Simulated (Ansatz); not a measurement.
# AlBH₂ (triplet): trial inputs and their diagnosis at angle Al2–B1–H3 = 180.0°

4 inputs are run for AlBH₂ (triplet) as typed; the log has to tell whether the result can be used and what must change.

The runs use Ansatz 0.2.0, Gaussian basis; the settings change from run to run.

11 further runs of the same task are left out: 6 that didn't finish, 5 set aside as unsound or not needed.

**1. The system**

The geometry derives from a PBE0/def2-TZVP stationary point (not a proven minimum). One angle is set to the value named; bond lengths are kept.

4 atoms, charge 0, spin multiplicity 3.

Atoms are counted from 1 here; the program's logs count them from 0.

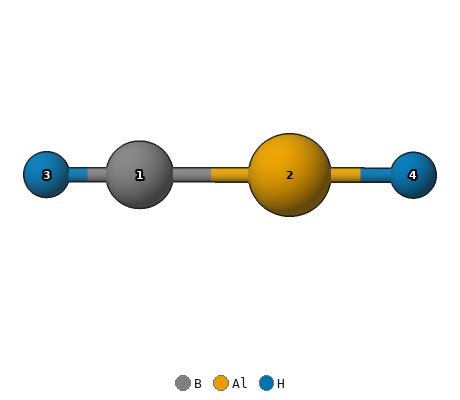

The geometry (boron grey, aluminium amber, hydrogen blue); atoms are numbered from 1 in the order of the file.

**2. Input 1**

in.yaml reads:

```yaml
crystal:
  periodic: [false, false, false]
  atoms:
    - {symbol: B, position_ang: [0.000000, 0.000000, 1.051329]}
    - {symbol: Al, position_ang: [0.000000, 0.000000, -0.857484]}
    - {symbol: H, position_ang: [0.000000, 0.000000, 2.234417]}
    - {symbol: H, position_ang: [0.000000, 0.000000, -2.428262]}
basis:
  gaussian: {orbitals: 6-31G}
magnetization: {spin_polarized: true, initial_magnetization: 6}
correlation: {method: bccd, electrons: outside_noble_gas}
accuracy: high
```

The run is started by

```
> ansatz run in.yaml --threads 1 --pin off --events-out ev --progress --plain --max-ram 2393MiB
```

What it wrote, shortened:

```text
Functional definition: HF
  name "HF"
  cite "Fock, Z. Phys. 61, 126 (1930) doi:10.1007/BF01340294"
  parent pbe
[...]
572 factors; integrals over basis functions are off by at most 3.1e-9 eV
[...]
mean field -7270.99703093 eV, -267.2042124277 hartree, gradient 2.1e-8 eV, S^2 12.002804; 6 other end points of the search recorded, 0 dependent functions left out
determinant -7270.99703093 eV, -267.2042124277 hartree, with singles and doubles -7272.32359640 eV, -267.2529628098 hartree
determinant -7268.78948344 eV, -267.1230865541 hartree, with singles and doubles -7270.29030697 eV, -267.1782408013 hartree
determinant -7267.95726039 eV, -267.0925029211 hartree, with singles and doubles -7269.98995941 eV, -267.1672032320 hartree
determinant -7267.77867830 eV, -267.0859401503 hartree, with singles and doubles -7270.24352692 eV, -267.1765216664 hartree
6 core orbitals not correlated: weight in the atoms' cores, before any rotation towards them, 1.000 or more for the frozen orbitals, at most 0.000 for the correlated occupied ones
reference -7270.99703093 eV, -267.2042124277 hartree; 7, 1 occupied and 13, 19 virtual orbitals, 572 factors
second order -0.90860068 eV of doubles, -0.00000000 eV of singles
cycle   1  -1.33072995 eV  change   -4.2e-3 eV  update   7.0e-3
[...]
cycle  23  -1.32818126 eV  change  -3.6e-10 eV  update  7.5e-10
Total energy: -7272.32521218 eV, -267.2530221886 hartree
```

It took 1.1 s on 1 thread of Intel Xeon Platinum 8488C, shared host.

What is wrong: The run converged, which proves nothing about the input. Far too many unpaired electrons are asked for. Its energy belongs to the state of multiplicity 7, not to the triplet that was meant. Cure: set initial_magnetization to that of the wanted state.

**3. Input 2**

in.yaml reads:

```yaml
crystal:
  periodic: [false, false, false]
  atoms:
    - {symbol: B, position_ang: [0.000000, 0.000000, 1.051329]}
    - {symbol: Al, position_ang: [0.000000, 0.000000, -0.857484]}
    - {symbol: H, position_ang: [0.000000, 0.000000, 2.234417]}
    - {symbol: H, position_ang: [0.000000, 0.000000, -2.428262]}
basis:
  gaussian: {orbitals: STO-3G}
magnetization: {spin_polarized: false, initial_magnetization: 2}
correlation: {active_space: {ras: {orbitals: [9, 2, 5], electrons: 17, max_holes: 2, max_particles: 2}, fixed_orbitals: true}}
accuracy: high
```

Launched as before.

What it wrote:

```text
Functional definition: HF
  name "HF"
  cite "Fock, Z. Phys. 61, 126 (1930) doi:10.1007/BF01340294"
  parent pbe
  exchange = exact_x
  correlation = 0
262 factors; integrals over basis functions are off by at most 2.4e-8 eV
mean field evaluation 1: about -7191.7410 eV, gradient 1.6e1 eV
mean field evaluation 2: about -7191.7374 eV, gradient 1.6e1 eV
mean field evaluation 4: about -7192.9489 eV, gradient 3.2e0 eV
mean field evaluation 8: about -7192.9963 eV, gradient 3.7e-2 eV
mean field -7192.99628827 eV, -264.3377380060 hartree, gradient 2.5e-8 eV, S^2 2.000000; 0 other end points of the search recorded, 0 dependent functions left out
reference -7192.99628827 eV, -264.3377380060 hartree; 11, 9 occupied and 5, 7 virtual orbitals, 262 factors
Error: 17 electrons in 16 orbitals form no window around the highest filled level of the reference
```

Wall time 0.09 s (1 thread of Intel Xeon Platinum 8488C, shared host).

Diagnosis: The run stopped with an error. The electron count of the restricted space is wrong. Cure: count the correlated electrons again.

**4. Input 3**

in.yaml reads:

```yaml
crystal:
  periodic: [false, false, false]
  atoms:
    - {symbol: B, position_ang: [0.000000, 0.000000, 1.051329]}
    - {symbol: Al, position_ang: [0.000000, 0.000000, -0.857484]}
    - {symbol: H, position_ang: [0.000000, 0.000000, 2.234417]}
    - {symbol: H, position_ang: [0.000000, 0.000000, -2.428262]}
basis:
  gaussian: {orbitals: def2-SVPD}
magnetization: {spin_polarized: false, initial_magnetization: 2}
correlation: {method: ccsd(t), electrons: outside_noble_gas}
accuracy: high
output: {forces: true}
```

Same command.

What it wrote:

```text
Error: YAML parse error: error: line 11 column 23: unknown variant `ccsd(t)`, expected one of mp2, rpa, ccsd, ccsd_t, bccd, bccd_t, ccsdt, ccsdt_q, ccsdt_q_b, ccsdtq, fci, sc_nevpt2, fic_nevpt4_sd, fic_mrcisd_q, fic_mrcisd_q_relaxed
  --> <input>:11:23
   |
 9 |   gaussian: {orbitals: def2-SVPD}
10 | magnetization: {spin_polarized: false, initial_magnetization: 2}
11 | correlation: {method: ccsd(t), electrons: outside_noble_gas}
   |                       ^ unknown variant `ccsd(t)`, expected one of mp2, rpa, ccsd, ccsd_t, bccd, bccd_t, ccsdt, ccsdt_q, ccsdt_q_b, ccsdtq, fci, sc_nevpt2, fic_nevpt4_sd, fic_mrcisd_q, fic_mrcisd_q_relaxed
12 | accuracy: high
13 | output: {forces: true}
   |
```

It took 0.03 s on 1 thread of Intel Xeon Platinum 8488C, shared host.

**Diagnosis.** The run was refused. The method's name isn't one that the program knows. To mend it, name one from the list in the message.

**5. Input 4**

in.yaml reads:

```yaml
crystal:
  periodic: [false, false, false]
  atoms:
    - {symbol: B, position_ang: [0.000000, 0.000000, 1.051329]}
    - {symbol: Al, position_ang: [0.000000, 0.000000, -0.857484]}
    - {symbol: H, position_ang: [0.000000, 0.000000, 2.234417]}
    - {symbol: H, position_ang: [0.000000, 0.000000, -2.428262]}
basis:
  gaussian: {orbitals: def2-SVP}
magnetization: {spin_polarized: false, initial_magnetization: 2}
hamiltonian: {xc: {name: B3LYP}}
correlation: {method: mp2, frozen_orbitals: {B: 20}}
```

Same command.

What it wrote:

```text
Functional definition: B3LYP
  name "B3LYP"
  cite "Stephens, Devlin, Chabalowski & Frisch, J. Phys. Chem. 98, 11623 (1994) doi:10.1021/j100096a001"
  cite "Becke, Phys. Rev. A 38, 3098 (1988) doi:10.1103/PhysRevA.38.3098"
  cite "Lee, Yang & Parr, Phys. Rev. B 37, 785 (1988) doi:10.1103/PhysRevB.37.785"
  cite "Vosko, Wilk & Nusair, Can. J. Phys. 58, 1200 (1980) doi:10.1139/p80-159"
  parameter a0 = 0.2
  parameter ax = 0.72
  parameter ac = 0.81
  exchange = (1 - a0 - ax)*slater_x + ax*b88_x + a0*exact_x
  correlation = (1 - ac)*vwn_rpa_c + ac*lyp_c
Error: "frozen_orbitals" has no count for Al
```

Wall time 0.06 s (1 thread of Intel Xeon Platinum 8488C, shared host).

Diagnosis: The run was refused. The frozen-orbital counts are incomplete or too large. Fix: leave frozen_orbitals out, or give each element a count that its core has.

**6. How the runs ended**

```tsv
input	level	ended	cause	time
1	BCCD on UHF/6-31G	converged	far too many unpaired electrons are asked for	1.1 s
2	CISD/STO-3G	stopped by an error	the electron count of the restricted space is wrong	0.09 s
3	'ccsd(t)'/def2-SVPD	refused	the method's name isn't one that the program knows	0.03 s
4	MP2/def2-SVP	refused	the frozen-orbital counts are incomplete or too large	0.06 s
```

1 converged, 1 stopped by an error, 2 refused. The input that converges on a wrong geometry or spin is the dangerous one: no error points at it, so geometry and ⟨S²⟩ have to be checked.
